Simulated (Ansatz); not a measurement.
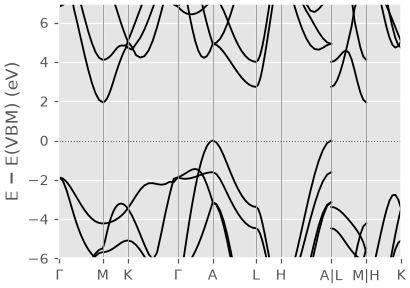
Fig. 1. Band structure from PBE (plane waves, PAW; program Ansatz)

Task: Read off the gap and where the band edges lie.

Result: About 1.9 eV (1.94 eV by a search for the band edges); maximum at A, minimum at M.

Task: Pick the material that matches.
A) ZnS, NiAs type
B) BAs, P6_422 (B on 3c, As on 3d)
C) C, P6_222 (C on 3c)
D) AlP, P6_222 (Al on 3d, P on 3c)

Result: C, C, P6_222 (C on 3c)

The start of the workflow was typed in or built on a structure type; neither database checked (COD, Materials Project) lists it. It is not the phase usual at ambient conditions (space group No. 194, 227). The cell was relaxed with PBE under the symmetry of its start; whether a distortion lowers the energy is not shown.

Potentials: the earlier of the program's two PAW sets.
